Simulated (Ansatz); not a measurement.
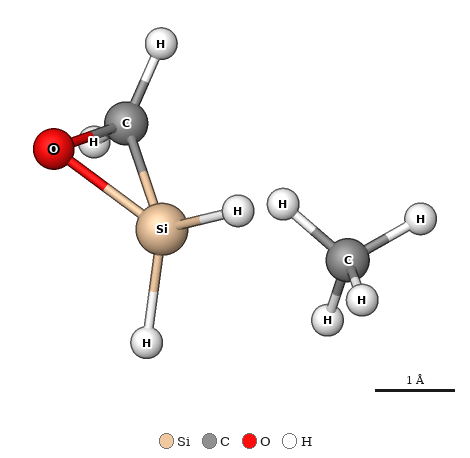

Fig. 1: The starting structure (ball-and-stick view, seen at a tilt).

Geometry relaxation of C₂H₈OSi (part 1 of 2)

The run: geometry relaxation of C₂H₈OSi. Method and program: RKS PBE-D4/def2-SVP (Ansatz 0.2.0).

It belongs to a series of runs on one base structure; here: end point B relaxed.

## Input
```yaml
crystal:
  periodic: [false, false, false]
  atoms:
    - { symbol: Si, position_ang: [-1.356273, 0.444295, 0.326668] }
    - { symbol: C, position_ang: [1.529969, -0.828005, 0.719352] }
    - { symbol: O, position_ang: [-2.117393, 1.016676, -1.096016] }
    - { symbol: C, position_ang: [-0.696893, 0.714307, -1.381229] }
    - { symbol: H, position_ang: [1.026853, -0.317224, -0.10168] }
    - { symbol: H, position_ang: [-1.731915, -0.92242, 0.803424] }
    - { symbol: H, position_ang: [-1.121641, 1.432967, 1.425244] }
    - { symbol: H, position_ang: [2.577104, -0.479746, 0.801604] }
    - { symbol: H, position_ang: [1.517683, -1.920814, 0.545028] }
    - { symbol: H, position_ang: [1.012637, -0.612509, 1.675806] }
    - { symbol: H, position_ang: [-0.091008, 1.606851, -1.638458] }
    - { symbol: H, position_ang: [-0.548924, -0.134377, -2.079643] }
basis:
  gaussian: { orbitals: def2-SVP }
hamiltonian:
  xc: pbe
  dispersion: d4
relax:
  f_tol: 0.03
  max_steps: 50
output:
  orbitals: {}
```

Machine: 2 threads of Arm Neoverse V2, 24 GiB of memory available, shared host.

Launched with:
```bash
ansatz run input.yaml --threads 2 --pin off --max-ram 3072MiB --backend cpu --events-out ev --progress --plain --runs-dir out
```

## Output
```
The last accepted step is kept in [file] (removed where the run ends without a failure and the disk answers)
Engine: ansatz 0.2.0, aarch64-unknown-linux-gnu
Functional definition: PBE
  parameter kappa = 0.804
  parameter beta = 0.06672455060314922
  exchange = pbe_x(kappa = kappa, mu = beta*pi^2/3)
  correlation = pbe_c(beta = beta)
1119 factors; their error is unknown
mean field evaluation 1: about -12100.9722 eV, gradient 7.0e1 eV
mean field evaluation 2: about -12055.2626 eV, gradient 1.5e2 eV
mean field evaluation 4: about -12112.5535 eV, gradient 1.1e1 eV
mean field evaluation 8: about -12112.8135 eV, gradient 9.1e-2 eV
mean field evaluation 16: about -12112.7555 eV, gradient 6.4e-5 eV
mean field -12112.75550998 eV, -445.1355546710 hartree, gradient 6.4e-5 eV, S^2 0.000000; 0 other end points of the search recorded, 0 dependent functions left out
the calculation of the forces begins
reference -12112.75554574 eV, -445.1355559854 hartree; 21, 21 occupied and 79, 79 virtual orbitals, 1119 factors
relax step   1: F+E_penalty+E_count = -12112.94781116 eV  Δ(F+E_penalty+E_count) = +0.000e0 eV  max|allowed force component| = 5.006e-1 eV/Å  Δτ_max = 0.0000 Å  (26 SCF iters, accepted)
these checks for a lower state are left out or cut short: starts, cluster_reference, orbital_swaps, neighbouring_geometries, increment
1119 factors; their error is unknown
mean field -12112.88047421 eV, -445.1401470221 hartree, gradient 9.1e-6 eV, S^2 0.000000; 0 other end points of the search recorded, 0 dependent functions left out
[... from here on the field's lines of each further geometry are left out, up to the last ...]
relax step   2: F+E_penalty+E_count = -12113.06170330 eV  Δ(F+E_penalty+E_count) = -1.139e-1 eV  max|allowed force component| = 2.297e-1 eV/Å  Δτ_max = 0.1950 Å  (28 SCF iters, accepted)
relax step   3: F+E_penalty+E_count = -12113.09368729 eV  Δ(F+E_penalty+E_count) = -3.198e-2 eV  max|allowed force component| = 1.488e-1 eV/Å  Δτ_max = 0.2000 Å  (29 SCF iters, accepted)
relax step   4: F+E_penalty+E_count = -12113.09761711 eV  Δ(F+E_penalty+E_count) = -3.930e-3 eV  max|allowed force component| = 3.195e-1 eV/Å  Δτ_max = 0.1224 Å  (29 SCF iters, accepted)
relax step   5: F+E_penalty+E_count = -12113.10172693 eV  Δ(F+E_penalty+E_count) = -4.110e-3 eV  max|allowed force component| = 1.016e-1 eV/Å  Δτ_max = 0.0214 Å  (30 SCF iters, accepted)
relax step   6: F+E_penalty+E_count = -12113.10289246 eV  Δ(F+E_penalty+E_count) = -1.166e-3 eV  max|allowed force component| = 6.217e-2 eV/Å  Δτ_max = 0.0526 Å  (29 SCF iters, accepted)
relax step   7: F+E_penalty+E_count = -12113.10097084 eV  Δ(F+E_penalty+E_count) = +1.922e-3 eV  max|allowed force component| = 2.510e-1 eV/Å  Δτ_max = 0.1407 Å  (29 SCF iters, rejected (line search))
relax step   8: F+E_penalty+E_count = -12113.10475235 eV  Δ(F+E_penalty+E_count) = -1.860e-3 eV  max|allowed force component| = 7.706e-2 eV/Å  Δτ_max = 0.0687 Å  (30 SCF iters, accepted)
relax step   9: F+E_penalty+E_count = -12113.10625817 eV  Δ(F+E_penalty+E_count) = -1.506e-3 eV  max|allowed force component| = 1.423e-1 eV/Å  Δτ_max = 0.0983 Å  (29 SCF iters, accepted)
relax step  10: F+E_penalty+E_count = -12113.10709597 eV  Δ(F+E_penalty+E_count) = -8.378e-4 eV  max|allowed force component| = 1.295e-1 eV/Å  Δτ_max = 0.0452 Å  (30 SCF iters, accepted)
relax step  11: F+E_penalty+E_count = -12113.10807824 eV  Δ(F+E_penalty+E_count) = -9.823e-4 eV  max|allowed force component| = 6.694e-2 eV/Å  Δτ_max = 0.0735 Å  (30 SCF iters, accepted)
relax step  12: F+E_penalty+E_count = -12113.10830240 eV  Δ(F+E_penalty+E_count) = -2.242e-4 eV  max|allowed force component| = 4.888e-2 eV/Å  Δτ_max = 0.0396 Å  (30 SCF iters, accepted)
the calculation of the forces begins
reference -12112.93868133 eV, -445.1422860940 hartree; 21, 21 occupied and 79, 79 virtual orbitals, 1119 factors
relax step  13: F+E_penalty+E_count = -12113.10840223 eV  Δ(F+E_penalty+E_count) = -9.982e-5 eV  max|allowed force component| = 2.437e-2 eV/Å  Δτ_max = 0.0206 Å  (30 SCF iters, accepted)
```

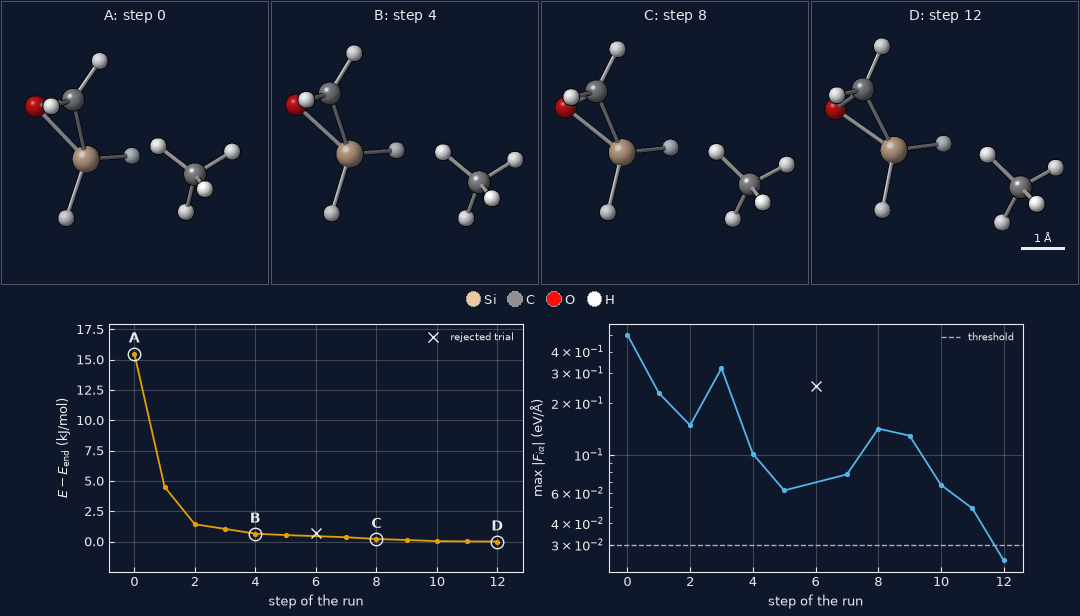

Fig. 2: Frames of the relaxation (ball-and-stick view, seen at a tilt) above the curves, on which the letters mark them (the first geometry is step 0 here and step 1 in the log).

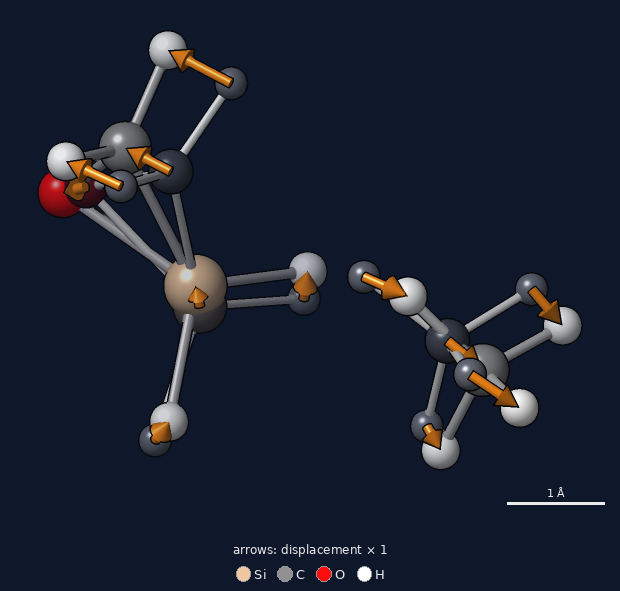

Fig. 3: Start (faint) and end (solid) with the displacements as orange arrows, at true length (ball-and-stick view, seen at a tilt). The two geometries are laid on each other by the best rigid fit. The largest move after the best rigid fit is that of H12, 0.78 Å. By element the largest moves are H 0.78 Å, C 0.56 Å, O 0.34 Å, Si 0.24 Å. Distances before and after: C2–H5 1.090 → 1.108 Å, Si1–C4 1.851 → 1.837 Å, O3–C4 1.480 → 1.470 Å. The energy falls by 15.5 kJ/mol in 12 geometry steps. Largest force component: 0.5 eV/Å at the start, 0.024 eV/Å at the end. The line search rejected the trial step at point 6 (counted from 0) and went back. (Atoms are counted from 1 in the order of the input.)

```
1119 factors; their error is unknown
mean field -12112.93864390 eV, -445.1422847186 hartree, gradient 8.1e-6 eV, S^2 0.000000; 1 other end points of the search recorded, 0 dependent functions left out
the calculation of the forces begins
reference -12112.93868133 eV, -445.1422860940 hartree; 21, 21 occupied and 79, 79 virtual orbitals, 1119 factors
Total energy: -12113.10843965 eV, -445.1485245974 hartree
Atom 0 at    -1.318018     0.454043     0.098542 Å, force    -0.021363     0.014547    -0.024373 eV/Å
Atom 1 at     1.814781    -1.008632     1.052869 Å, force     0.005282    -0.001986     0.005975 eV/Å
Atom 2 at    -2.435342     1.141252    -1.007176 Å, force     0.020338    -0.012199     0.015138 eV/Å
Atom 3 at    -1.129968     0.958971    -1.657382 Å, force    -0.003735     0.002576     0.019545 eV/Å
Atom 4 at     1.493580    -0.527530     0.108405 Å, force     0.001180    -0.000615    -0.000567 eV/Å
Atom 5 at    -1.563823    -0.967901     0.490080 Å, force     0.003097     0.003070    -0.001707 eV/Å
Atom 6 at    -0.876435     1.334555     1.223765 Å, force     0.000186    -0.001984    -0.003140 eV/Å
Atom 7 at     2.886834    -0.793836     1.221903 Å, force    -0.014968    -0.005024    -0.000711 eV/Å
Atom 8 at     1.660339    -2.101398     0.979725 Å, force     0.001701     0.011349     0.000800 eV/Å
Atom 9 at     1.225704    -0.607947     1.899879 Å, force     0.007108    -0.003665    -0.006413 eV/Å
Atom 10 at    -0.625359     1.906949    -1.934199 Å, force     0.000569    -0.000644     0.000327 eV/Å
Atom 11 at    -1.132092     0.211474    -2.476311 Å, force     0.000606    -0.005424    -0.004874 eV/Å
Dipole moment:     0.360360    -0.157717     0.140671 e Å
```

## Trajectory as extended XYZ (Å, eV, eV/Å), 13 frames, from step=1 to step=13
```
12
Properties=species:S:1:pos:R:3:forces:R:3 step=1 energy=-12112.94781
Si   -1.3563    0.4443    0.3267    0.0772   0.1383  -0.4931
C     1.5300   -0.8280    0.7194    0.4947  -0.3818   0.5006
O    -2.1174    1.0167   -1.0960   -0.0986   0.0265  -0.0585
C    -0.6969    0.7143   -1.3812   -0.4095   0.0660   0.3833
H     1.0269   -0.3172   -0.1017   -0.0194   0.1312  -0.2739
H    -1.7319   -0.9224    0.8034   -0.0291   0.0192  -0.0175
H    -1.1216    1.4330    1.4252   -0.0141  -0.0024  -0.0232
H     2.5771   -0.4797    0.8016    0.0024  -0.0046  -0.0008
H     1.5177   -1.9208    0.5450   -0.0012   0.0079   0.0041
H     1.0126   -0.6125    1.6758    0.0141  -0.0007  -0.0072
H    -0.0910    1.6069   -1.6385   -0.0065  -0.0038  -0.0019
H    -0.5489   -0.1344   -2.0796   -0.0101   0.0042  -0.0120
12
Properties=species:S:1:pos:R:3:forces:R:3 step=2 energy=-12113.06170
Si   -1.4519    0.4937    0.2755    0.1442  -0.0069  -0.1102
C     1.6684   -0.8997    0.7838    0.0397  -0.0857   0.2297
O    -2.2300    1.0673   -1.1380    0.0603   0.0045  -0.0588
C    -0.8094    0.7694   -1.4241   -0.0965  -0.0346   0.1997
H     1.2080   -0.3823   -0.0706   -0.0224   0.0655  -0.1168
H    -1.8093   -0.8776    0.7548   -0.0548   0.0253  -0.0215
H    -1.1936    1.4722    1.3778   -0.0547   0.0192  -0.0272
H     2.7170   -0.5681    0.8952    0.0277  -0.0423   0.0132
H     1.6252   -1.9920    0.6157    0.0485   0.0010   0.0150
H     1.1106   -0.6534    1.7115    0.0578  -0.0169  -0.0621
H    -0.1891    1.6557   -1.6688   -0.0787   0.0217  -0.0298
H    -0.6458   -0.0852   -2.1128   -0.0713   0.0492  -0.0310
12
Properties=species:S:1:pos:R:3:forces:R:3 step=3 energy=-12113.09369
Si   -1.4529    0.5082    0.2254   -0.1272   0.0550  -0.0902
C     1.7659   -0.9600    0.8739   -0.0559  -0.0058   0.1228
O    -2.3109    1.0996   -1.1409    0.1487  -0.0508   0.0875
C    -0.9041    0.8257   -1.4967   -0.1488   0.0192  -0.0910
H     1.3075   -0.4214    0.0254    0.0084   0.0214  -0.0571
H    -1.8308   -0.8584    0.7026    0.0331  -0.0026  -0.0187
H    -1.2090    1.4860    1.3313    0.0298  -0.0017  -0.0144
H     2.8224   -0.6525    0.9793    0.0137  -0.0134   0.0036
H     1.7041   -2.0492    0.6927    0.0201   0.0020   0.0095
H     1.2187   -0.7115    1.8066    0.0533  -0.0270  -0.0500
H    -0.3269    1.7338   -1.7694    0.0028  -0.0345   0.0336
H    -0.7838   -0.0004   -2.2302    0.0220   0.0383   0.0645
12
Properties=species:S:1:pos:R:3:forces:R:3 step=4 energy=-12113.09762
Si   -1.4746    0.5245    0.1894    0.0804  -0.0562   0.1398
C     1.8236   -0.9983    0.9252   -0.0797   0.0900  -0.1259
O    -2.3746    1.1269   -1.1367   -0.2618   0.0681  -0.0436
C    -0.9988    0.8750   -1.5456    0.3195  -0.0764   0.0265
H     1.4161   -0.4777    0.0308    0.0549  -0.0797   0.1457
H    -1.8069   -0.8594    0.6518   -0.0109   0.0294  -0.0092
H    -1.1843    1.4916    1.2939   -0.0198  -0.0132  -0.0107
H     2.8802   -0.7042    1.0675   -0.0043  -0.0025   0.0147
H     1.7586   -2.0917    0.7729   -0.0014  -0.0006   0.0079
H     1.2391   -0.7152    1.8229    0.0259  -0.0074  -0.0323
H    -0.4119    1.7803   -1.8002   -0.0419   0.0393  -0.0472
H    -0.8661    0.0482   -2.2720   -0.0609   0.0093  -0.0656
```
